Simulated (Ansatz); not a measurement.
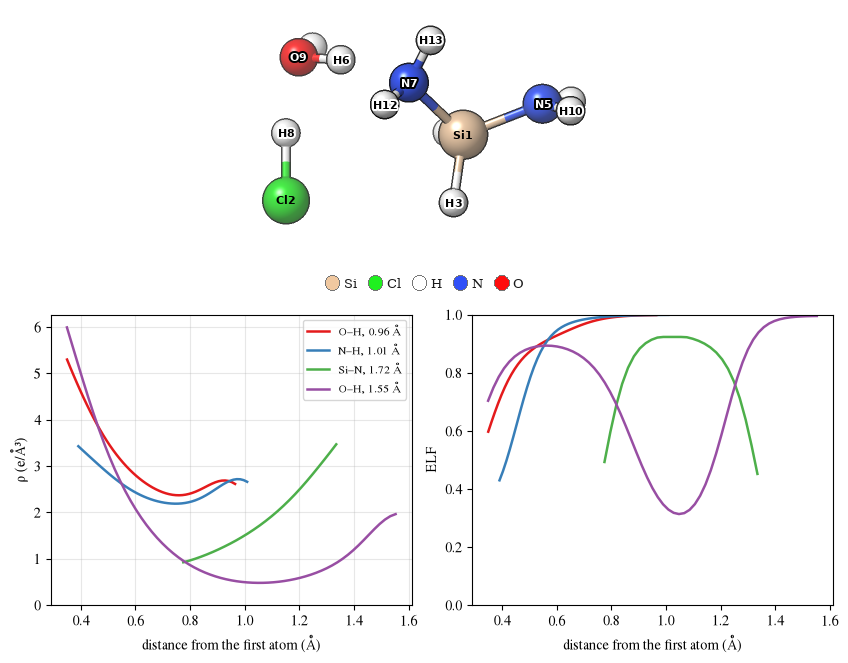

The picture shows: H6N2Si···HCl···H2O. Electron density and ELF along straight lines between neighbouring atoms. The curves leave out the atomic cores. The structure is drawn too.

These are results of Ansatz 0.2.0, RKS PBE0-D4/def2-mTZVP, not measurements.

Input

```
crystal:
  periodic: [false, false, false]
  atoms:
    - { symbol: Si, position_ang: [-0.620124, 0.33576, -0.970374] }
    - { symbol: Cl, position_ang: [0.792339, -2.770101, -0.584224] }
    - { symbol: H, position_ang: [-0.163978, -0.317315, -2.226009] }
    - { symbol: H, position_ang: [-1.547205, -0.552107, -0.228261] }
    - { symbol: "N", position_ang: [-1.516942, 1.791144, -1.19166] }
    - { symbol: H, position_ang: [0.978812, -0.518546, 1.933279] }
    - { symbol: "N", position_ang: [0.841138, 0.719551, -0.013066] }
    - { symbol: H, position_ang: [0.958089, -2.570438, 0.705922] }
    - { symbol: O, position_ang: [1.112461, -1.262244, 2.542585] }
    - { symbol: H, position_ang: [-1.235132, 2.510807, -1.840415] }
    - { symbol: H, position_ang: [-2.516011, 1.793868, -1.055025] }
    - { symbol: H, position_ang: [1.725328, 0.450344, -0.424431] }
    - { symbol: H, position_ang: [0.888363, 1.685275, 0.288846] }
    - { symbol: H, position_ang: [0.302862, -1.295998, 3.062735] }
basis:
  gaussian: { orbitals: def2-mTZVP }
hamiltonian:
  xc: pbe0
  dispersion: d4
relax:
  f_tol: 0.03
  max_steps: 50
output:
  orbitals: {}
```

Launched as:

```sh
ansatz run input.yaml --threads 4 --pin off --max-ram 5120MiB --backend cpu --events-out ev --progress --plain --runs-dir out
```

The fields are those of the run's last geometry, not of the input's.

Question: Compare the contacts.

Answer: O–H (0.96 Å): ρ at the midpoint is about 3.7 e/Å³; the ELF climbs to about 1 towards the hydrogen, as it does in any bond to H; an ordinary covalent bond to hydrogen.
N–H (1.01 Å): ρ at the midpoint is about 2.8 e/Å³; the ELF climbs to about 1 towards the hydrogen; a covalent bond by its length.
Si–N (1.72 Å): ρ is about 1.1 e/Å³ halfway; the ELF peaks at about 0.90 between the atoms (a polar covalent bond).
O9···H8 (1.55 Å): the density falls to about 0.48 e/Å³ on the way; the ELF dips to about 0.30 between them.
